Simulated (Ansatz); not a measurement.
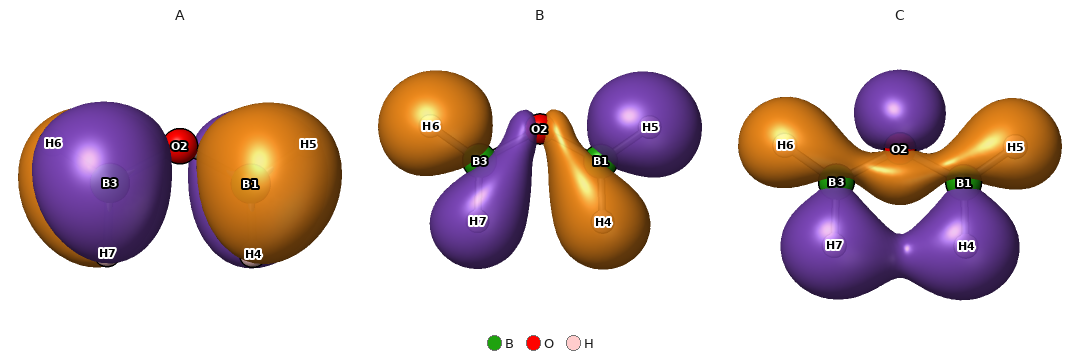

B2H4O (SMILES BOB). Three frontier orbitals at ±0.08 Å⁻³ᐟ² (orange and purple are the two phases), in no order.

Geometry: PBE0-D4/def2-TZVP.

All numbers below come from Ansatz 0.2.0, RKS PBE0-D4/def2-TZVPP.

The calculation's input:

```
crystal:
  periodic: [false, false, false]
  atoms:
    - {symbol: B, position_ang: [-1.059763, 0.214347, -0.528894]}
    - {symbol: O, position_ang: [-0.163257, 0.458586, 0.471655]}
    - {symbol: B, position_ang: [1.049218, -0.157401, 0.593875]}
    - {symbol: H, position_ang: [-0.796746, -0.590791, -1.377960]}
    - {symbol: H, position_ang: [-2.085768, 0.827796, -0.510366]}
    - {symbol: H, position_ang: [1.734628, 0.155936, 1.521984]}
    - {symbol: H, position_ang: [1.382989, -0.976672, -0.215894]}
basis:
  gaussian: {orbitals: def2-TZVPP}
hamiltonian: {xc: pbe0, dispersion: d4}
output: {orbitals: {seedname: orbitals}}
```

Run with:

```sh
ansatz run in.yaml --threads 4 --pin off --events-out ev --progress --plain --max-ram 10444MiB
```

Question: Which picture is the HOMO−1, the HOMO and the LUMO?

Answer: B is the HOMO−1 (−9.52 eV). It lies mainly on B1 (about 20 %), B3 (about 20 %), H6 (about 15 %), H5 (about 15 %), H7 (about 10 %) and H4 (about 10 %); it is symmetric in the molecular plane (an in-plane orbital: σ, lone-pair or in-plane π type). C is the HOMO (−8.68 eV). By Hirshfeld shares it lies mainly on O2 (about 35 %), B1 (about 15 %), B3 (about 15 %), H4 (about 10 %), H7 (about 10 %), H5 (about 10 %) and H6 (about 10 %); it is symmetric in the molecular plane (an in-plane orbital: σ, lone-pair or in-plane π type). A is the LUMO (−1.58 eV). It lies mainly on B1 (about 40 %), B3 (about 40 %) and O2 (about 5 %); it changes sign across the molecular plane (π type).

Question: What is the HOMO–LUMO gap?

Answer: 7.10 eV between the orbital energies.
